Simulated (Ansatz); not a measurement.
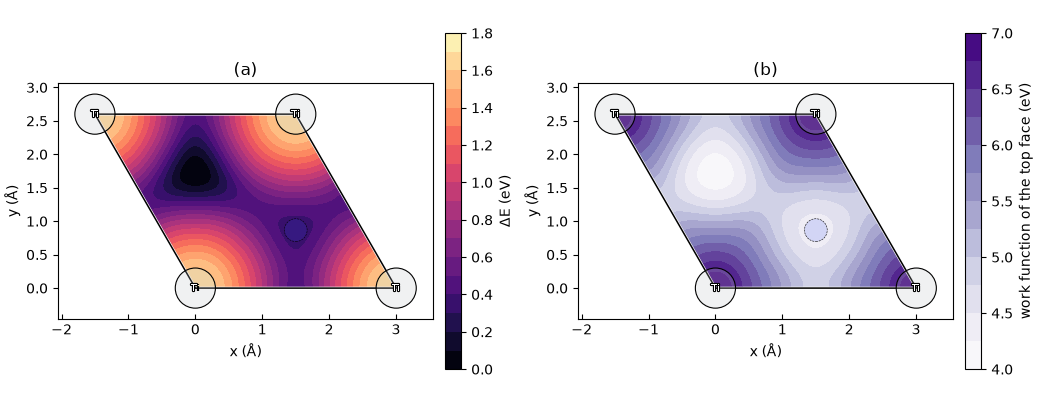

H on a TiN(111) slab cut from the Fm-3m phase, its upper half relaxed before the scan (6 atoms of substrate and one adsorbate in a 1 × 1 cell). 
- H is moved over the surface cell; relaxed at each place: the height of the adsorbate's atoms; substrate rigid; the origin of the map has the adsorbate above Ti6.
- Places are given modulo a cell vector. The map is drawn in real space over the plane of the surface.
- Grid: 6 × 6 points; 10 points were computed and 26 follow by symmetry.
- All energies are given in eV relative to the lowest grid point.
- With one adsorbate in each 1 × 1 cell, its nearest image is 3.0 Å away, so neighbouring adsorbates interact.
- These are results of DFT PBE, scalar-relativistic, plane waves, PAW (Ansatz 0.2.0), not measurements. Settings: cutoff 420 eV, k-mesh 9×9×1, gaussian smearing 0.1 eV, no spin polarisation.

Panel (a) is the energy; panel (b) is the computed work function of the top face, in eV.

Drawn: filled contours, labelled circles for the atoms of the top layer and small ones for the second layer, the outline of one cell of the plane. Between grid points the surface is interpolated.

How does the work function of the top face vary over the map, and what is it at the lowest grid point?

Answer. It runs from 4.10 eV at a threefold hollow over a third-layer Ti atom, (2/6, 4/6) of the cell vectors to 6.92 eV at the top site over a surface Ti atom, (0/6, 0/6) of the cell vectors. At the lowest grid point, a threefold hollow over a third-layer Ti atom, (2/6, 4/6) of the cell vectors, it is 4.10 eV.

```
second ↓, first →   0/6   1/6   2/6   3/6   4/6   5/6
              5/6  6.32  5.57  4.58  4.58  5.57  6.32
              4/6  5.46  4.58  4.10  4.58  5.46  5.56
              3/6  4.89  4.58  4.58  4.89  4.75  4.75
              2/6  5.46  5.57  5.46  4.75  4.41  4.75
              1/6  6.32  6.32  5.56  4.75  4.75  5.56
              0/6  6.92  6.32  5.46  4.89  5.46  6.32
```

PAW datasets: the set soft_1.
